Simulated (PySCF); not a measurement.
C3H8NSi (SMILES [SiH3]C[C@H]1[CH]N1) (doublet)

```yaml
atoms:
  - { symbol: Si, position_ang: [1.5558, -1.1181, 0.4295] }
  - { symbol: C, position_ang: [0.5763, 0.1935, -0.5441] }
  - { symbol: C, position_ang: [-0.9069, 0.0832, -0.2958] }
  - { symbol: C, position_ang: [-1.5207, 0.8418, 0.7895] }
  - { symbol: N, position_ang: [-1.7920, 1.2318, -0.5188] }
  - { symbol: H, position_ang: [1.0846, -2.4523, 0.0528] }
  - { symbol: H, position_ang: [1.3609, -0.9035, 1.8627] }
  - { symbol: H, position_ang: [2.9717, -0.9821, 0.0812] }
  - { symbol: H, position_ang: [0.9143, 1.1916, -0.2550] }
  - { symbol: H, position_ang: [0.7725, 0.0883, -1.6146] }
  - { symbol: H, position_ang: [-1.3452, -0.8555, -0.6345] }
  - { symbol: H, position_ang: [-2.2727, 0.5862, 1.5075] }
  - { symbol: H, position_ang: [-1.4030, 2.0956, -0.8781] }
```

Geometry: GFN2-xTB.

Level of theory: UKS B3LYP, pcH-1 on C H N Si, non-relativistic, mean-field spin-orbit, GIAO (PySCF 2.14.0, density-fitted response routines).

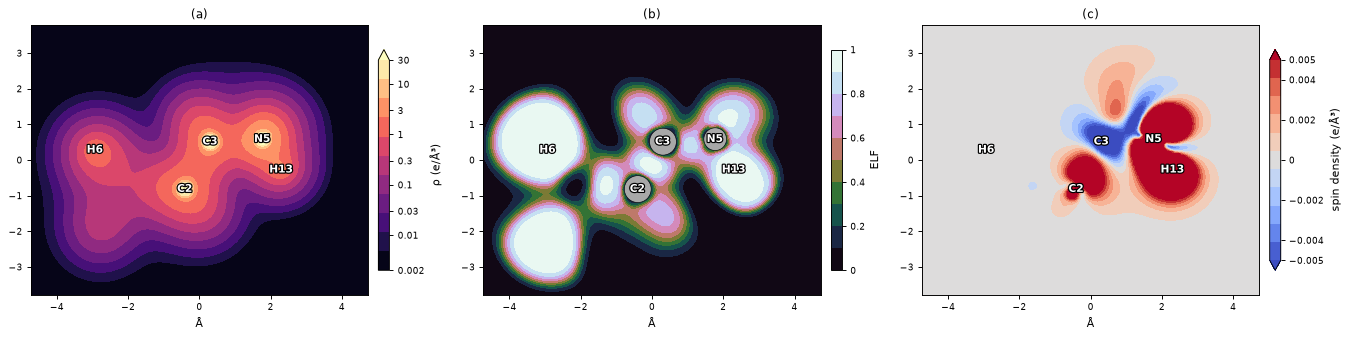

Figure 1. (a) total electron density; (b) ELF; (c) spin density on the plane of atoms C3, N5 and H13. Grey discs cover the atomic cores in the ELF map.

Question: Read the bonding off the picture.

Answer: The plane passes through C, N and H nuclei. N–H (1.01 Å): ρ is about 2.8 e/Å³ halfway; the ELF climbs to about 1 towards the hydrogen, as it does in any bond to H: an ordinary covalent bond to hydrogen. C–N (1.47 Å): ρ is about 1.8 e/Å³ halfway; the ELF peaks at about 0.85 between the atoms: a shared electron pair. C–C (1.51 Å): ρ is about 1.7 e/Å³ halfway; the ELF peaks at about 0.95 between the atoms: localised, covalent bonding. The ELF also peaks beside N5, away from the bonds: non-bonding electrons, paired or unpaired. The unpaired spin (1 electron) lies mostly on C4 (about 0.7) and N5 (about 0.2), in electrons by Hirshfeld's partition.

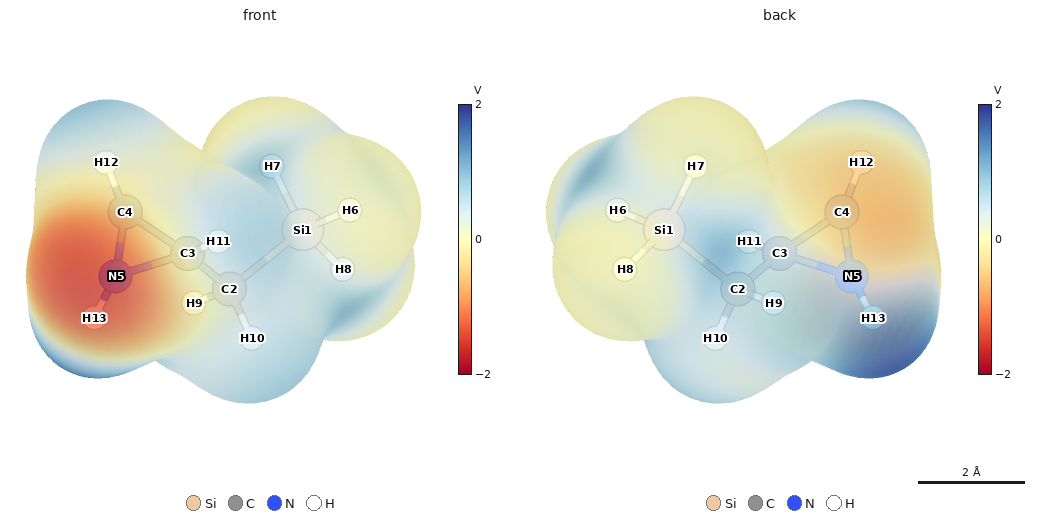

Figure 2. The molecular electrostatic potential painted on the density surface at 0.002 e/bohr³, seen from the front and from behind; the colour scale runs from red (negative) to blue (positive).

Question: Describe the electrostatic potential map.

Answer: The most negative region (about −1.5 V) lies over N5, the most positive (about +1.7 V) over H13. N5 is the likeliest acceptor of a hydrogen bond.
